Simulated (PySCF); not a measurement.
# CH2S (methanethial): levels of theory compared

We compute a comparison of 5 runs (B2PLYP/def2-TZVPP, B3LYP/def2-TZVPP, PBE0/def2-TZVPP, wB97X/def2-TZVPP, SCS-MP2/def2-TZVPP) of CH2S (methanethial). 

The calculation is run with PySCF 2.14.0.

1 further run of the same task is left out (set aside as unsound or not needed).

### 1 The system as given

CH2S has 4 atoms, charge 0, and is taken as a singlet. SMILES: `C=S`. Geometry: relaxed at PBE0-D4/def2-TZVP.

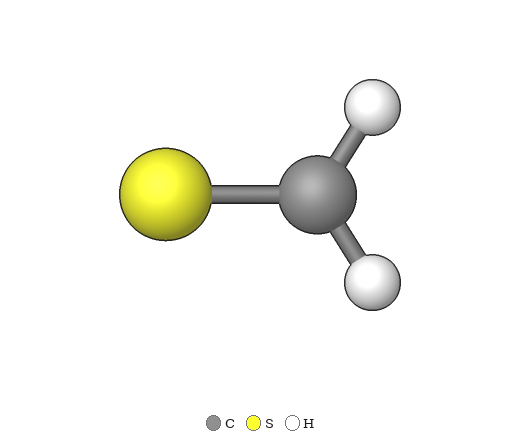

Viewed from a chosen angle; carbon grey, sulfur yellow, hydrogen white.

### 2 The energy at B2PLYP/def2-TZVPP (run 1)

Contents of mol.xyz:

```xyz
4
CH2S
C     -0.096100    -0.033540    -0.040190
S      1.308390     0.456540     0.547110
H     -0.972060    -0.177290     0.593080
H     -0.240220    -0.245710    -1.100000
```

Contents of calc.py:

```python
# C=S
from pyscf import gto, dft, mp

system = gto.M(
    atom='mol.xyz',
    basis='def2-tzvpp',
    verbose=3,
    max_memory=1860,
)

calc0 = dft.RKS(system, xc='0.53*HF + 0.47*B88, 0.73*LYP')
calc0.conv_tol = 1e-10
calc0.grids.level = 5
calc0.kernel()
if not calc0.converged:
    calc0 = calc0.newton().run(calc0.mo_coeff, calc0.mo_occ)

pt = mp.MP2(calc0, frozen=6).run()
etot = calc0.e_tot + 0.27 * pt.e_corr
print('PT2 part  %.8f' % (0.27 * pt.e_corr))
print('Final energy', etot)
```

On the command line:

```sh
$ OMP_NUM_THREADS=1 python calc.py
```

Log:

```text
converged SCF energy = -437.215105882279
E(RMP2) = -437.630701747789  E_corr = -0.415595865510055
E(SCS-RMP2) = -437.6304273964  E_corr = -0.415321514121161
PT2 part  -0.11221088
Final energy -437.32731676596705
```

Wall time 11 s (1 thread of Arm Neoverse V1, shared host); peak memory 0.49 GiB.

### 3 A single-point energy at B3LYP/def2-TZVPP (run 2)

Contents of calc.py:

```python
# C=S
from pyscf import gto, dft

system = gto.Mole()
system.atom = 'C -0.096100 -0.033540 -0.040190; S 1.308390 0.456540 0.547110; H -0.972060 -0.177290 0.593080; H -0.240220 -0.245710 -1.100000'
system.max_memory = 1860
system.spin = 0
system.basis = 'def2-tzvpp'
system.verbose = 3
system.build()

calc0 = dft.RKS(system, xc='b3lyp')
calc0.grids.level = 5
calc0.conv_tol = 1e-10
calc0.kernel()
if not calc0.converged:
    calc0 = calc0.newton().run(calc0.mo_coeff, calc0.mo_occ)

e_final = calc0.e_tot
print('E = %.10f Eh' % e_final)
```

On the command line:

```sh
$ OMP_NUM_THREADS=1 python calc.py
```

Log:

```text
converged SCF energy = -437.510833980767
E = -437.5108339808 Eh
```

It took 11 s on 1 thread of Arm Neoverse V1, shared host; peak memory 0.49 GiB.

### 4 The energy at PBE0/def2-TZVPP (run 3)

Contents of job.py:

```python
# C=S
from pyscf import gto, dft

mol = gto.M(
    atom=[
    ('C', (-0.096100, -0.033540, -0.040190)),
    ('S', (1.308390, 0.456540, 0.547110)),
    ('H', (-0.972060, -0.177290, 0.593080)),
    ('H', (-0.240220, -0.245710, -1.100000)),
],
    max_memory=1860,
    verbose=3,
    spin=0,
    charge=0,
    basis='def2-tzvpp',
)

myscf = dft.RKS(mol, xc='pbe0')
myscf.grids.level = 5
myscf.conv_tol = 1e-10
myscf.kernel()
if not myscf.converged:
    myscf = myscf.newton().run(myscf.mo_coeff, myscf.mo_occ)

e_final = myscf.e_tot
print(f'total energy: {e_final:.8f} hartree')
```

On the command line:

```sh
$ OMP_NUM_THREADS=1 python job.py
```

Log:

```text
converged SCF energy = -437.298109764992
total energy: -437.29810976 hartree
```

It took 10 s on 1 thread of Arm Neoverse V1, shared host; peak memory 0.49 GiB.

Run 4 isn't shown in full; the table further down has it.

### 5 A single-point energy at SCS-MP2/def2-TZVPP (run 5)

mol.xyz, as its differences from that of step 2:

```diff
@@ -1,3 +1,3 @@
 4
-CH2S
+
 C     -0.096100    -0.033540    -0.040190
```

Contents of calc.py:

```python
from pyscf import gto, scf, mp

mol = gto.M(
    atom='mol.xyz',
    basis='def2-tzvpp',
    spin=0,
    verbose=3,
    max_memory=1860,
)

mf = scf.RHF(mol)
mf.conv_tol = 1e-10
mf.kernel()
if not mf.converged:
    mf = mf.newton().run(mf.mo_coeff, mf.mo_occ)

pt = mp.MP2(mf, frozen=6).run()
e_final = mf.e_tot + 1.2 * pt.e_corr_os + pt.e_corr_ss / 3
print('E(%s) = %.9f' % ('SCS-MP2', e_final))
```

On the command line:

```sh
$ OMP_NUM_THREADS=1 python calc.py
```

Log:

```text
converged SCF energy = -436.552833562031
E(RMP2) = -436.887247554098  E_corr = -0.334413992067082
E(SCS-RMP2) = -436.88806531047  E_corr = -0.33523174843951
E(SCS-MP2) = -436.888065310
```

Run time: 2.4 s. Hardware: 1 thread of Arm Neoverse V1, shared host; peak memory 0.24 GiB.

### 6 Overview of the runs

| run | level | frozen core orbitals | integration grid | energy (Eh) | dipole moment (D) of the reference | HOMO energy (eV) | LUMO energy (eV) | wall time |
| --- | --- | --- | --- | --- | --- | --- | --- | --- |
| 1 | B2PLYP/def2-TZVPP | 6 | 5 | -437.327317 | 1.84 | -7.73 | -1.08 | 11 s |
| 2 | B3LYP/def2-TZVPP | – | 5 | -437.510834 | 1.68 | -6.45 | -2.74 | 11 s |
| 3 | PBE0/def2-TZVPP | – | 5 | -437.298110 | 1.73 | -6.69 | -2.53 | 10 s |
| 4 | wB97X/def2-TZVPP | – | 5 | -437.471044 | 1.80 | -9.08 | -0.29 | 17 s |
| 5 | SCS-MP2/def2-TZVPP | 6 | – | -436.888065 | 2.09 | -9.54 | 1.28 | 2.4 s |

### 7 What came out

| quantity | value |
| --- | --- |
| run 5: total energy | -436.88807 Eh |
| run 5: dipole moment (Hartree–Fock density) | 2.09 D |
| run 5: HOMO energy (Hartree–Fock orbitals) | -9.54 eV |
| run 5: LUMO energy (Hartree–Fock orbitals) | 1.28 eV |
| run 5: HOMO–LUMO gap (Hartree–Fock orbitals) | 10.82 eV |
| run 5: correlation energy (6 core orbitals frozen) | -335.2 mEh |

In words: Over runs 1, 2, 3, 4 the dipole moment (its size) runs from 1.68 D (B3LYP/def2-TZVPP) to 1.84 D (B2PLYP/def2-TZVPP). A double hybrid's value is that of its SCF part. Over runs 1, 2, 3, 4 the HOMO–LUMO gap runs from 3.72 eV (B3LYP/def2-TZVPP) to 8.80 eV (wB97X/def2-TZVPP). Totals of different functionals can't be ranked against each other. All runs together took 51 s, the longest 17 s.
